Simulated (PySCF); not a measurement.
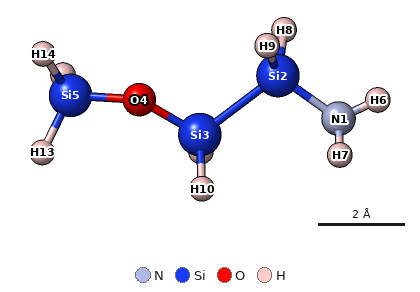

Figure 1. The input geometry (ball-and-stick view, seen at a tilt; atoms are numbered from 1 in the order of the input).

# Si3NH9O: NMR shielding calculation

- system: Si3NH9O
- method: GIAO PBE0/def2-SVP NMR shielding, non-relativistic, gas phase (PySCF 2.14.0)

The geometry comes from this level: PBE0-D3(BJ)/def2-SVP. Figures and captions count atoms from 1; the log counts them from 0 in places.

## What the program printed
```
coarse grid: 12600 points
cycle   1  E = -1002.8097039054  dE =  8.406e-02  |g| = 7.788e-01  |ddm| = 3.420e+00
cycle   2  E = -1002.5805882743  dE =  2.291e-01  |g| = 1.313e+00  |ddm| = 1.735e+00
cycle   3  E = -1002.9261840923  dE = -3.456e-01  |g| = 1.004e-01  |ddm| = 1.220e+00
cycle   4  E = -1002.9276466587  dE = -1.463e-03  |g| = 6.055e-02  |ddm| = 1.388e-01
cycle   5  E = -1002.9284547384  dE = -8.081e-04  |g| = 7.165e-03  |ddm| = 5.698e-02
cycle   6  E = -1002.9284688865  dE = -1.415e-05  |g| = 8.449e-04  |ddm| = 9.980e-03
cycle   7  E = -1002.9284691620  dE = -2.756e-07  |g| = 2.004e-04  |ddm| = 1.829e-03
final grid: 106328 points
cycle   8  E = -1003.0532489422  dE = -5.224e-06  |g| = 7.487e-03  |ddm| = 1.447e-02
cycle   9  E = -1003.0532318685  dE =  1.707e-05  |g| = 1.180e-02  |ddm| = 1.523e-02
cycle  10  E = -1003.0532602424  dE = -2.837e-05  |g| = 5.875e-04  |ddm| = 9.580e-03
cycle  11  E = -1003.0532603159  dE = -7.352e-08  |g| = 1.367e-04  |ddm| = 5.862e-04
cycle  12  E = -1003.0532603201  dE = -4.154e-09  |g| = 3.055e-05  |ddm| = 1.657e-04
cycle  13  E = -1003.0532603204  dE = -3.199e-10  |g| = 4.343e-06  |ddm| = 4.484e-05
```

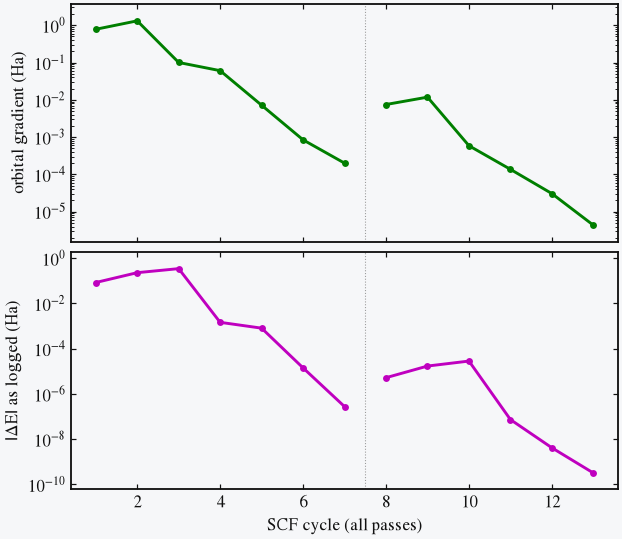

Figure 2. Convergence of the self-consistent field: orbital gradient and size of the energy change against the SCF cycle. The dotted line marks the change from a coarse to the final integration grid. The first 7 cycles use a coarse grid, the final grid takes over at cycle 8, and the field converges after 13 cycles in all.

```
converged SCF energy = -1003.0532603204

GIAO shielding tensors (ppm)
atom      isotropic    diamagn.    paramagn.     s11        s22        s33       span
  0 N      277.689     309.081     -31.392    243.921    270.315    318.831     74.910
  1 Si     461.330     880.701    -419.372    415.386    441.954    526.649    111.263
  2 Si     439.570     881.359    -441.788    381.682    415.281    521.747    140.065
  3 O      347.114     393.232     -46.118    280.409    366.099    394.834    114.425
  4 Si     448.618     879.055    -430.438    410.770    414.519    520.564    109.794
  5 H       31.839      27.558       4.282     23.800     27.851     43.868     20.068
  6 H       32.223      30.440       1.783     24.128     29.437     43.102     18.974
  7 H       26.511      30.419      -3.909     23.891     25.256     30.385      6.494
  8 H       26.304      29.897      -3.593     22.486     25.306     31.121      8.634
  9 H       26.076      30.531      -4.455     22.550     25.785     29.893      7.343
 10 H       25.974      31.074      -5.100     22.556     25.654     29.712      7.156
 11 H       26.398      29.051      -2.652     23.167     24.929     31.100      7.934
 12 H       26.402      28.213      -1.811     23.247     24.865     31.095      7.849
 13 H       26.496      28.255      -1.760     23.259     24.820     31.408      8.150
```

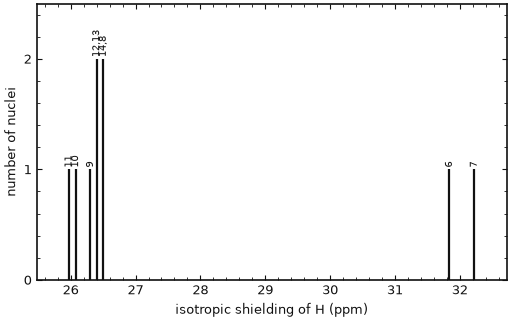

Figure 3. Isotropic shieldings of the hydrogen nuclei in this fixed geometry, labelled by atom number; shielding grows to the right, so chemical shift grows to the left. The least shielded is H11 (26.0 ppm), the most shielded H7 (32.2 ppm).

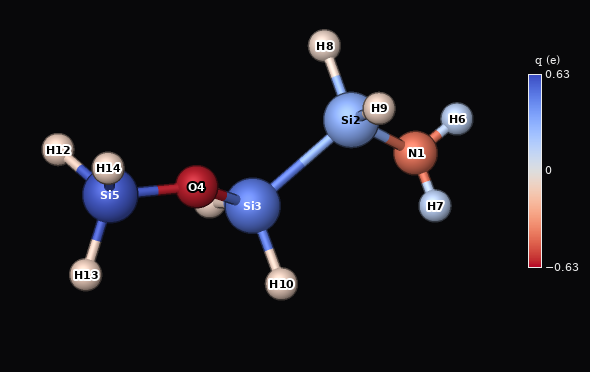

Figure 4. Mulliken charges, as the colour of each atom (ball-and-stick view, seen at a tilt; atoms are numbered from 1 in the order of the input). By element: N −0.42, Si +0.31 to +0.59, O −0.60 and H −0.10 to +0.14 e.

The run was set up as follows.

## Input file
```
{"job": {"kind": "nmr", "xc": "PBE0", "basis": "def2-SVP", "pop": true}, "charge": 0, "multiplicity": 1}
N     -3.166805     0.330555     0.382526
Si    -1.755303    -0.627798     0.718655
Si     0.087698     0.624013    -0.010869
O      1.489355    -0.094936     0.535481
Si     3.109106    -0.265230     0.234241
H     -4.082749    -0.103377     0.430014
H     -3.211121     1.278173     0.741828
H     -1.868388    -1.891533    -0.073438
H     -1.543604    -1.033341     2.152347
H      0.015301     2.030456     0.504980
H      0.105780     0.703357    -1.508016
H      3.325725    -1.024983    -1.034290
H      3.766934     1.072054     0.109912
H      3.720766    -1.012765     1.368537
```

The first line tells a small driver script what to run in PySCF; the rest is the geometry in Å.

Command:
```bash
OMP_NUM_THREADS=1 python <driver script> task.json out
```

## Key numbers

| quantity | value |
| --- | --- |
| outcome | converged |
| total energy | −1003.053260 hartree |
| HOMO | −7.13 eV |
| LUMO | −0.25 eV |
| dipole moment | 1.49 D |
| isotropic shielding, N | 277.7 ppm |
| isotropic shielding, Si | 439.6 to 461.3 ppm |
| isotropic shielding, O | 347.1 ppm |
| isotropic shielding, H | 26.0 to 32.2 ppm |
| hardware | 1 CPU thread, shared host |
| wall time | 20 s |
| peak memory | 0.69 GiB |
